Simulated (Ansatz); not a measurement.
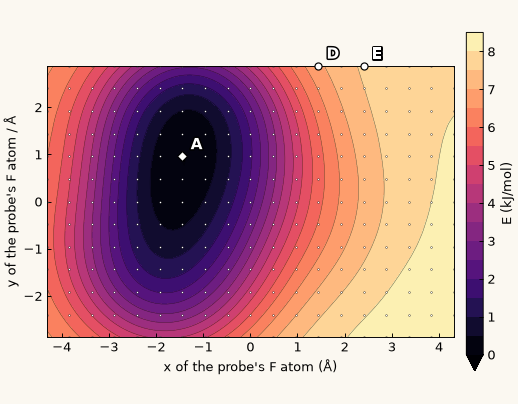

CH₄ClFSi₂ (SMILES F[Si]1(Cl)C[SiH2]1) with the probe HF. The probe is moved over a plane parallel to the molecule's main plane, 4.38 Å above it. Coordinates scanned: (1) x of the probe's F atom; (2) y of the probe's F atom. Nothing is relaxed (molecule and probe rigid, the probe upright with F nearest the plane). Grid: 19 × 13 points. Points are written as (first, second). Energies are in kJ/mol, from the lowest grid point. Method: RKS PBE0-D4/def2-SVP (Ansatz).

The picture shows filled contours, dots at the grid points, lettered points. Between grid points the surface is interpolated.

Is D the lowest point of the computed grid?

No. D lies 6.9 kJ/mol above the lowest grid point, which is at (−1.44 Å, 0.96 Å).

Rank the lettered points by energy, lowest first.

A (0.0 kJ/mol), D (6.9 kJ/mol), E (7.6 kJ/mol).
